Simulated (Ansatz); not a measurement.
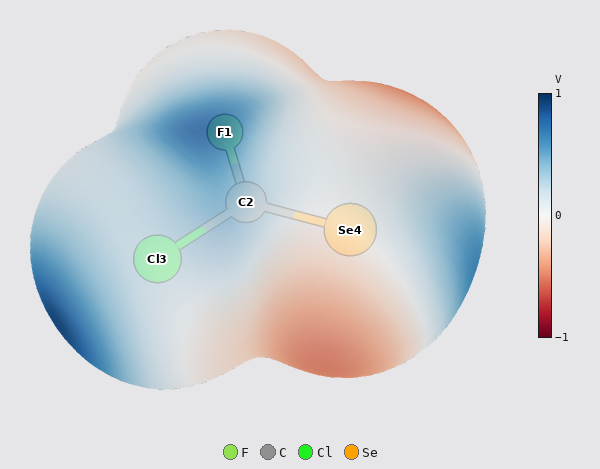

*CClFSe (SMILES FC(Cl)=[Se]). The molecular electrostatic potential painted on the density surface at 0.001 e/bohr³, seen at a tilt; red is negative and blue positive.*

Geometry: PBE0-D4/def2-TZVP.

Method: RKS PBE0-D4/def2-TZVPP (Ansatz).

Input file:

```
crystal:
  periodic: [false, false, false]
  atoms:
    - {symbol: F, position_ang: [-0.232445, 0.670367, 1.154163]}
    - {symbol: C, position_ang: [-0.021484, 0.032591, 0.025111]}
    - {symbol: Cl, position_ang: [1.196238, -1.138473, 0.249332]}
    - {symbol: Se, position_ang: [-0.886809, 0.375216, -1.449008]}
basis:
  gaussian: {orbitals: def2-TZVPP}
hamiltonian: {xc: pbe0, dispersion: d4}
output: {orbitals: {seedname: orbitals}}
```

Run with:

```sh
ansatz run in.yaml --threads 2 --pin off --events-out ev --progress --plain --max-ram 4352MiB
```

> Which sites attract a positive test charge, and which a negative one?

A positive charge is drawn to the negative regions and a negative charge to the positive ones. The most negative region (about −0.6 V) lies over Se4, the most positive (about +0.9 V) over Cl3. Cl3 shows a σ-hole: about +0.9 V at the tip opposite its bond, against about +0.1 V on its flanks.
